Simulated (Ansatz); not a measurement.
# MoS3 (built on the sites of a database entry of WO3): from the cell to its phonons, part 2 of 2

Aim: the vibrations of MoS3 (built on the sites of a database entry of WO3), their spectra, and whether the structure is stable.

Ansatz 0.2.0; DFT PBEsol, scalar-relativistic, plane waves, PseudoDojo norm-conserving pseudopotentials.

So far. Step 4 (Tight relaxation): The forces vanish by symmetry and the pressure is 0.001 GPa, within the tolerances set. The cell now holds 24.81 Å³/atom. Step 5 (Linear response at the zone centre): Before it was imposed, the acoustic sum rule was missed by 5.2e-5 eV/Å². Small misses are needed for a sound result but don't prove that mesh and cutoff are converged. The lowest optical mode is real, 56.1 cm⁻¹. The relaxed cell has a = 4.630 Å (conventional setting).

The structure was built from a prototype and need not be the compound's stable phase.

## Step 6: Phonons on a q mesh

Stability and thermal properties need the whole zone. Linear response on a 2×2×2 q mesh gives force constants as far as a supercell of that size would.

Input file input.yaml:

```yaml
crystal:
  lattice:
    - [4.6295550062, 0.0, 0.0]
    - [0.0, 4.6295550062, 0.0]
    - [0.0, 0.0, 4.6295550062]
  atoms:
    - { symbol: Mo, position: [0.0, 0.0, 0.0] }
    - { symbol: S, position: [0.0, 0.0, 0.5] }
    - { symbol: S, position: [0.0, 0.5, 0.0] }
    - { symbol: S, position: [0.5, 0.0, 0.0] }
kpoints:
  mp_grid: { grid: [8, 8, 8] }
hamiltonian:
  xc: pbesol
  pseudopotentials: { kind: nc, accuracy: standard }
scf:
  occupations: { method: methfessel_paxton, width: 0.15 }
output:
  eigenvalues: true
phonons:
  method: dfpt
  qmesh: [2, 2, 2]
  temperatures: { t_max: 1000, t_step: 50 }
  qpath:
    path:
      - [[0.0, 0.0, 0.0], [0.0, 0.5, 0.0], [0.5, 0.5, 0.0], [0.0, 0.0, 0.0], [0.5, 0.5, 0.5], [0.0, 0.5, 0.0]]
      - [[0.5, 0.5, 0.5], [0.5, 0.5, 0.0]]
    npoints: 10
```

On the command line:

```console
> ansatz run input.yaml --threads 4 --pin off --max-ram 7168MiB --backend cpu --events-out ev --progress --plain --runs-dir out
```

Numbers of over 12 decimals in the logs are rounded to 6 here.

The program printed:

```text
[...]
Crystal: 4 atoms, lattice volume = 99.224 Å³
Basis set: ecut = 1088.45545 eV, 8217 PW (Γ), exchange–correlation on 100×100×100 points (8 copies of the dense FFT grid, shifted against one another)
Bands: 20, of which v1, the nominal top of the filled ones, is band 16 counted from 1 (15 counted from 0)
Symmetry: 48 space group operations
k-points: 35 of 512
[...]
SCF iter   1: F=—  HF=-2812.871240 eV  |F-HF|=—  |Δ(HF+E_count)|=         —  Δρ=6.75e-2  dr2=7.07e0  ethr=3.10e-3  ⟨swp⟩=7.7  Hψ=4240  notcnv=0
[...]
SCF iter   8: F=-2811.733987 eV  HF=-2811.733987 eV  |F-HF|=1.82e-12  |Δ(HF+E_count)|=  7.91e-11  S|Δr|=    0.00e0  Δρ=6.62e-8  dr2=1.21e-12  ethr=1.00e-12  ⟨swp⟩=15.6  Hψ=6682  notcnv=0
SCF 1 converged in 8 iterations: F = -2811.733987 eV  dr2 = 1.21e-12
[...]
SCF iter   7: F=-2811.733987 eV  HF=-2811.733987 eV  |F-HF|=3.64e-12  |Δ(HF+E_count)|=  1.86e-11  S|Δr|=    0.00e0  Δρ=1.12e-7  dr2=5.72e-12  ethr=1.00e-12  ⟨swp⟩=2.9  Hψ=2369  notcnv=0
SCF 2 converged in 7 iterations: F = -2811.733987 eV  dr2 = 5.72e-12
phonons: the bands overlap, so this run is a metal and interpolates without the dipole-dipole term. If the crystal is really an insulator or semiconductor, its LO-TO splitting is missing
NSCF: frozen V_eff on 35 k-points
WARN: eigensolver did not converge in 9 slots of this pass, the one above among them; of largest residual over every band (k=27): 1 band(s) unlocked (lowest unlocked band 23, counted from 0; max residual 2.11e-3 eV among the unlocked bands, 2.11e-3 eV over every band); of lowest unlocked band (k=3): band 23
[...]
DFPT response loops at q = (0, 0, 0) (fractional): preconditioner auto → Kerker (q_TF=auto, 2.259 Å⁻¹) (partly filled bands, converged f_vac=0.143); β = 1.00, the filter's whole step (`scf.mixing.beta` (0.50) is not read by the response loops under this deck's `scf.mixing.preconditioner`; to damp them name `kerker` or `kerker_dos`, under which they read `scf.mixing.beta`, and type it under 1.00, their step now; both keys bind the ground state too); Broyden in place of MSR1
[...]
SCF converged after 8 iterations
[...]
Free energy (F): -2811.733987 eV
[...]
Internal energy: -2811.736947 eV  (E = F + TS)
E sigma→0 (E₀):  -2811.734727 eV
Entropy (-TS):   0.002960 eV (0.740 meV/atom)
Fermi energy:    5.308875 eV
[...]
--- Band table (eV; the first three rows and the last of 35) ---
  k-point 0: bands = [... 12 lower, 3.6643, 4.2415, 4.2415, 4.2415, 4.9548, 4.9548, 4.9548, 6.0237, ... 4 higher]
  k-point 1: bands = [... 12 lower, 3.6692, 4.1691, 4.2315, 4.5645, 4.5645, 5.2210, 5.2210, 6.0290, ... 4 higher]
  k-point 2: bands = [... 12 lower, 3.5024, 3.6812, 4.0041, 4.6840, 4.6840, 5.9616, 5.9616, 6.0399, ... 4 higher]
  k-point 34: bands = [... 12 lower, 0.3685, 5.7851, 5.7851, 5.7851, 7.1005, 7.1005, 7.1005, 9.9567, ... 4 higher]
--- Phonons (Γ-DFPT): 3 representative perturbations + reference (Σ response iterations 7) ---
  ASR residual: 5.320e-5 → 0.000e0 eV/Å²; symmetrization residual: 9.537e-6 eV/Å²
  ASR residual per site (eV/Å²): 9.54e-6 5.32e-5 5.32e-5 5.32e-5
[...]
--- Phonons (arbitrary-q DFPT): 4 irreducible q on the 2×2×2 mesh ---
  q = [0.0000, 0.0000, 0.0000] (star 1, of the zone-centre solve; hermiticity 1.37e-6, symmetrization 1.69e-14): -0.00 -0.00 0.00 56.12 56.12 56.12 107.32 107.32 107.32 378.05 378.05 378.05
  q = [0.0000, 0.0000, -0.5000] (star 3, 7 solved perturbations in 775 linear systems a pass and spin channel, the states on 125 of 512 k-point pairs; hermiticity 7.02e-8, symmetrization 1.54e-13, the responses' own estimated error 7.3e-5 eV/Å²): -46.38 -46.38 82.05 82.05 119.20 139.85 157.80 157.80 176.27 366.29 366.29 421.60
[...]
sum rule: each row above includes the acoustic sum rule's correction from the zone centre's row sums; it moved no ω² by more than (0.67 cm⁻¹)²
  mesh force constants: q→R imaginary residual 1.53e-46; ASR residual 5.320e-5 → 0.000e0 eV/Å²; symmetrization residual 2.132e-14 eV/Å²
  interpolated dispersion: 62 rows × 12 modes
  density of states and harmonic sums: on the 14×14×14 q-mesh, interpolated from the force constants of a 2×2×2 supercell (no non-analytic term)
  largest difference from the sums on the solved wave vectors: F 3.88e-1 eV, S 5.22e-4 and C_V 1.37e-4 eV/K
  zero-point energy: 0.124513 eV/cell   skipped modes (ω ≤ 0): 135, of them read as no rigid motion or as one in doubt: 132 (9.428e-1 modes/cell left out, lowest -218.29 cm⁻¹)   left out of the sums: 7.87e-2 of the cell's modes: C_V's classical limit lies that fraction below 3 k_B per atom; for a crystal, a wire or a layer, F and S can be off by more, and a phonons.interpolated_qmesh denser along its periods is the remedy for the sampling
```

Elapsed: 5.9 min, on 4 threads of Arm Neoverse V2, shared host; peak memory 2.5 GiB; 23 min of CPU time.

Numbers from this step:

* sum-rule residual before enforcement: 5.32e-5 eV/Å²
* lowest frequency on the path: -218.3 cm⁻¹
* highest frequency on the path or at a solved wavevector: 507.3 cm⁻¹
* lowest mode on the q mesh (acoustic modes at Γ apart): -218.3 cm⁻¹

Frequencies (cm⁻¹) solved at each irreducible wavevector; negative means imaginary. Frequencies by wavevector, by row:

| q in reciprocal lattice units | star | mode 1 | mode 2 | mode 3 | mode 4 | mode 10 | mode 11 | mode 12 |
| --- | --- | --- | --- | --- | --- | --- | --- | --- |
| 0 0 0 | 1 | 0 | 0 | 0 | 56.1 | 378.1 | 378.1 | 378.1 |
| 0 0 -0.5 | 3 | -46.4 | -46.4 | 82 | 82 | 366.3 | 366.3 | 421.6 |
| 0 -0.5 -0.5 | 3 | -73.5 | -14.3 | 102.1 | 130.5 | 227.9 | 353 | 466.9 |
| -0.5 -0.5 -0.5 | 1 | -218.3 | -218.3 | -9.7 | -9.7 | 225.4 | 225.4 | 507.3 |

Interpolated from a 2×2×2 q mesh. The phonon branches at the labelled points (cm⁻¹):

| point | branch 1 | branch 2 | branch 3 | branch 4 | branch 9 | branch 10 | branch 11 | branch 12 |
| --- | --- | --- | --- | --- | --- | --- | --- | --- |
| Γ | 0 | 0 | 0 | 56 | 107 | 378 | 378 | 378 |
| X | -46 | -46 | 82 | 82 | 176 | 366 | 366 | 422 |
| M | -74 | -14 | 102 | 130 | 170 | 228 | 353 | 467 |
| Γ | 0 | 0 | 0 | 56 | 107 | 378 | 378 | 378 |
| R | -218 | -218 | -10 | -10 | 225 | 225 | 225 | 507 |
| X | -46 | -46 | 82 | 82 | 176 | 366 | 366 | 422 |
| jump to R | -218 | -218 | -10 | -10 | 225 | 225 | 225 | 507 |
| M | -74 | -14 | 102 | 130 | 170 | 228 | 353 | 467 |

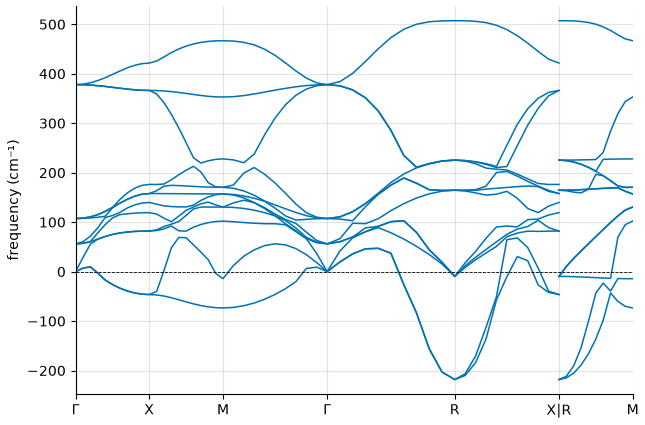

Phonon branches along the path.

The phonon density of states has structure finer than the step of the table below, so its rows give means over 50 cm⁻¹, whole bins alone (the curve runs from -215 to 505 cm⁻¹). Peaks (cm⁻¹: height): 55.0: 0.0367, 85.0: 0.0734, 165.0: 0.0781, 355.0: 0.0224, 465.0: 0.0152.

Tetrahedra on a 14×14×14 mesh, mean over bins of 10 cm-1. Interpolated from a 2×2×2 q mesh. Phonon density of states against wavenumber; means over each step:

| wavenumber (cm⁻¹) | phonon density of states (1/cm⁻¹/cell) |
| --- | --- |
| -150 | 0.00111 |
| -100 | 0.00165 |
| -50 | 0.0111 |
| 0 | 0.0114 |
| 50 | 0.0266 |
| 100 | 0.0541 |
| 150 | 0.0501 |
| 200 | 0.0301 |
| 250 | 0.00838 |
| 300 | 0.00836 |
| 350 | 0.0161 |
| 400 | 0.00327 |
| 450 | 0.0109 |

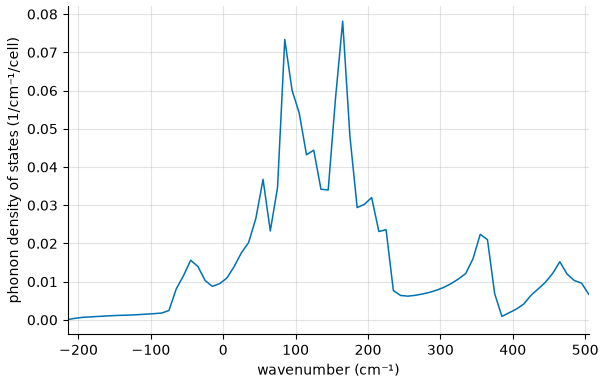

Phonon density of states, plotted against wavenumber.

The partial phonon density of states has structure finer than the step of the table below, so its rows give means over 50 cm⁻¹, whole bins alone (the curve runs from -219 to 532 cm⁻¹). Peaks (cm⁻¹: height): Mo -39.7: 0.0118, 50.1: 0.00989, 87.9: 0.0154, 168.3: 0.0411; S 50.1: 0.0283, 87.9: 0.0529, 163.6: 0.0338, 357.4: 0.0203, 466.1: 0.0139.

Phonopy on the run's constants, 13x13x13 mesh, Gaussian sigma 5.4 cm-1. Interpolated from a 2×2×2 q mesh. Partial phonon density of states against wavenumber; means over each step; values in 1/cm⁻¹/cell:

| wavenumber (cm⁻¹) | Mo | S |
| --- | --- | --- |
| -150 | 4.5e-5 | 0.00119 |
| -100 | 3.4e-4 | 0.00140 |
| -50 | 0.00916 | 0.00269 |
| 0 | 0.00474 | 0.00438 |
| 50 | 0.00661 | 0.0216 |
| 100 | 0.0114 | 0.0423 |
| 150 | 0.0204 | 0.0293 |
| 200 | 0.00411 | 0.0272 |
| 250 | 9.5e-4 | 0.00654 |
| 300 | 8.0e-4 | 0.00755 |
| 350 | 0.00112 | 0.0147 |
| 400 | 1.5e-4 | 0.00350 |
| 450 | 1.3e-4 | 0.0105 |
| 500 | 3.7e-5 | 0.00660 |

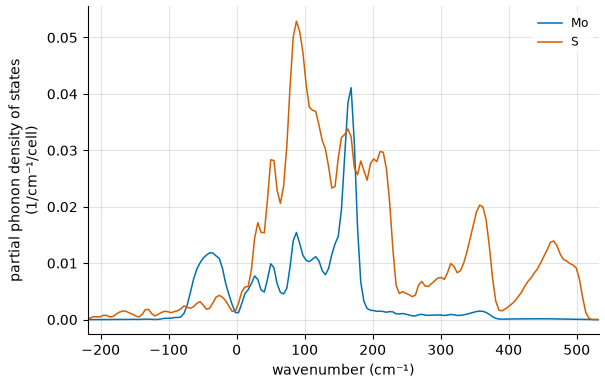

Partial phonon density of states, plotted against wavenumber.

Symmetry leaves 4 wavevectors to solve. The lowest mode among them, the acoustic zeros apart, lies at q = (-0.5, -0.5, -0.5) and is imaginary, 218.3i cm⁻¹, so the energy falls along it.

## Step 7: Another isotope, element Mo, natural mass 95.95 amu

An isotope changes the mass and not the force constants, so no new electronic calculation is needed; the shifts show which modes move this element.

The same force constants with the mass of Mo changed from 95.950 to 99.907 u (phonopy, no LO-TO term). Both lists are sorted by frequency; levels can cross, so a row need not hold one and the same mode. Modes under 3 cm⁻¹ are left out. Isotope shifts, by row, the first 40 of 45 rows:

| q | rank | natural mass (cm⁻¹) | changed mass (cm⁻¹) |
| --- | --- | --- | --- |
| 0 0 0 | 4 | 56.12 | 55.63 |
| 0 0 0 | 5 | 56.12 | 55.63 |
| 0 0 0 | 6 | 56.12 | 55.63 |
| 0 0 0 | 7 | 107.3 | 107.3 |
| 0 0 0 | 8 | 107.3 | 107.3 |
| 0 0 0 | 9 | 107.3 | 107.3 |
| 0 0 0 | 10 | 378.1 | 377.6 |
| 0 0 0 | 11 | 378.1 | 377.6 |
| 0 0 0 | 12 | 378.1 | 377.6 |
| 0 0 -0.5 | 1 | -46.38 | -45.54 |
| 0 0 -0.5 | 2 | -46.38 | -45.54 |
| 0 0 -0.5 | 3 | 82.05 | 82 |
| 0 0 -0.5 | 4 | 82.05 | 82 |
| 0 0 -0.5 | 5 | 119.2 | 119.2 |
| 0 0 -0.5 | 6 | 139.8 | 139.8 |
| 0 0 -0.5 | 7 | 157.8 | 157.8 |
| 0 0 -0.5 | 8 | 157.8 | 157.8 |
| 0 0 -0.5 | 9 | 176.3 | 172.8 |
| 0 0 -0.5 | 10 | 366.3 | 365.8 |
| 0 0 -0.5 | 11 | 366.3 | 365.8 |
| 0 0 -0.5 | 12 | 421.6 | 421.6 |
| 0 -0.5 -0.5 | 1 | -73.49 | -72.12 |
| 0 -0.5 -0.5 | 2 | -14.35 | -14.35 |
| 0 -0.5 -0.5 | 3 | 102.1 | 102.1 |
| 0 -0.5 -0.5 | 4 | 130.5 | 130.5 |
| 0 -0.5 -0.5 | 5 | 130.5 | 130.5 |
| 0 -0.5 -0.5 | 6 | 157 | 157 |
| 0 -0.5 -0.5 | 7 | 157 | 157 |
| 0 -0.5 -0.5 | 8 | 170.4 | 167 |
| 0 -0.5 -0.5 | 9 | 170.4 | 167 |
| 0 -0.5 -0.5 | 10 | 227.9 | 227.9 |
| 0 -0.5 -0.5 | 11 | 353 | 352.5 |
| 0 -0.5 -0.5 | 12 | 466.9 | 466.9 |
| -0.5 -0.5 -0.5 | 1 | -218.3 | -218.3 |
| -0.5 -0.5 -0.5 | 2 | -218.3 | -218.3 |
| -0.5 -0.5 -0.5 | 3 | -9.69 | -9.69 |
| -0.5 -0.5 -0.5 | 4 | -9.69 | -9.69 |
| -0.5 -0.5 -0.5 | 5 | -9.69 | -9.69 |
| -0.5 -0.5 -0.5 | 6 | 164.5 | 161.2 |
| -0.5 -0.5 -0.5 | 7 | 164.5 | 161.2 |

A mode of this element alone would shift by -2.00 %. The highest zone-centre frequency without the field goes from 378.1 to 377.6 cm⁻¹ (-0.1 %). The product of the frequency ratios over all optical modes at Γ is 0.970; the product rule, (m/m′)^(3k/2) (M′/M)^(3/2) with k = 1 such atoms and M the mass of the cell, gives 0.970.

## Step 8: Another isotope, element S, natural mass 32.06 amu

The same for S, from 32.06 to 33.97 u.

The same force constants with the mass of S changed from 32.060 to 33.968 u (phonopy, no LO-TO term). Both lists are sorted by frequency; levels can cross, so a row need not hold one and the same mode. Modes under 3 cm⁻¹ are left out. Isotope shifts, by row, the first 40 of 45 rows:

| q | rank | natural mass (cm⁻¹) | changed mass (cm⁻¹) |
| --- | --- | --- | --- |
| 0 0 0 | 4 | 56.12 | 55.22 |
| 0 0 0 | 5 | 56.12 | 55.22 |
| 0 0 0 | 6 | 56.12 | 55.22 |
| 0 0 0 | 7 | 107.3 | 104.3 |
| 0 0 0 | 8 | 107.3 | 104.3 |
| 0 0 0 | 9 | 107.3 | 104.3 |
| 0 0 0 | 10 | 378.1 | 368 |
| 0 0 0 | 11 | 378.1 | 368 |
| 0 0 0 | 12 | 378.1 | 368 |
| 0 0 -0.5 | 1 | -46.38 | -46.24 |
| 0 0 -0.5 | 2 | -46.38 | -46.24 |
| 0 0 -0.5 | 3 | 82.05 | 79.78 |
| 0 0 -0.5 | 4 | 82.05 | 79.78 |
| 0 0 -0.5 | 5 | 119.2 | 115.8 |
| 0 0 -0.5 | 6 | 139.8 | 135.9 |
| 0 0 -0.5 | 7 | 157.8 | 153.3 |
| 0 0 -0.5 | 8 | 157.8 | 153.3 |
| 0 0 -0.5 | 9 | 176.3 | 176.2 |
| 0 0 -0.5 | 10 | 366.3 | 356.6 |
| 0 0 -0.5 | 11 | 366.3 | 356.6 |
| 0 0 -0.5 | 12 | 421.6 | 409.6 |
| 0 -0.5 -0.5 | 1 | -73.49 | -73.34 |
| 0 -0.5 -0.5 | 2 | -14.35 | -13.94 |
| 0 -0.5 -0.5 | 3 | 102.1 | 99.2 |
| 0 -0.5 -0.5 | 4 | 130.5 | 126.8 |
| 0 -0.5 -0.5 | 5 | 130.5 | 126.8 |
| 0 -0.5 -0.5 | 6 | 157 | 152.5 |
| 0 -0.5 -0.5 | 7 | 157 | 152.5 |
| 0 -0.5 -0.5 | 8 | 170.4 | 170.4 |
| 0 -0.5 -0.5 | 9 | 170.4 | 170.4 |
| 0 -0.5 -0.5 | 10 | 227.9 | 221.4 |
| 0 -0.5 -0.5 | 11 | 353 | 343.6 |
| 0 -0.5 -0.5 | 12 | 466.9 | 453.6 |
| -0.5 -0.5 -0.5 | 1 | -218.3 | -212.1 |
| -0.5 -0.5 -0.5 | 2 | -218.3 | -212.1 |
| -0.5 -0.5 -0.5 | 3 | -9.69 | -9.42 |
| -0.5 -0.5 -0.5 | 4 | -9.69 | -9.42 |
| -0.5 -0.5 -0.5 | 5 | -9.69 | -9.42 |
| -0.5 -0.5 -0.5 | 6 | 164.5 | 164.5 |
| -0.5 -0.5 -0.5 | 7 | 164.5 | 164.5 |

A mode of this element alone would shift by -2.85 %. The highest zone-centre frequency without the field goes from 378.1 to 368.0 cm⁻¹ (-2.7 %). The product of the frequency ratios over all optical modes at Γ is 0.806; the product rule, (m/m′)^(3k/2) (M′/M)^(3/2) with k = 3 such atoms and M the mass of the cell, gives 0.806.

## Step 9: Summary of results

```
space group after relaxation (within 0.01 Å)            : Pm-3m
volume per atom                                         : 24.8 Å³
electronic character                                    : no gap on this mesh
highest optical mode at the zone centre (no LO-TO term) : 378 cm⁻¹
lowest optical zone-centre mode                         : 56.1 cm⁻¹
lowest mode on the q mesh (acoustic modes at Γ apart)   : -218 cm⁻¹
highest frequency on the path or at a solved wavevector : 507 cm⁻¹
imaginary modes on the 2×2×2 q mesh                     : yes
```

**Reading.** Modes are clearly imaginary (beyond 10i cm⁻¹) at 3 of the 4 irreducible wavevectors, most at q = (-0.5, -0.5, -0.5) (218.3i cm⁻¹), so this structure is not a minimum of the energy. The optical modes at Γ span 56 to 378 cm⁻¹. The highest mode in this list at Γ, 378.1 cm⁻¹, is mostly motion of S (94 % of the kinetic energy). With no gap, or one that is small against the smearing, the frequencies hang on the k mesh and the smearing, most of all near Kohn anomalies. A phonon run warned that its eigensolver left some bands unconverged in a pass. The starting cell was built on a prototype and not taken from a measurement, so the phase need not exist. These are harmonic frequencies at zero temperature: anharmonic shifts, linewidths and thermal expansion are left out.

[Logs are printed without paths, hosts, clocks, repeated set-up lines and the standing remarks that a program may print on its own settings, such as how far it seeks lower states.]

[Hosts, paths, dates, database ids (printed as entryN), source tags and the programs' standing remarks are cut or masked in the printed files.]
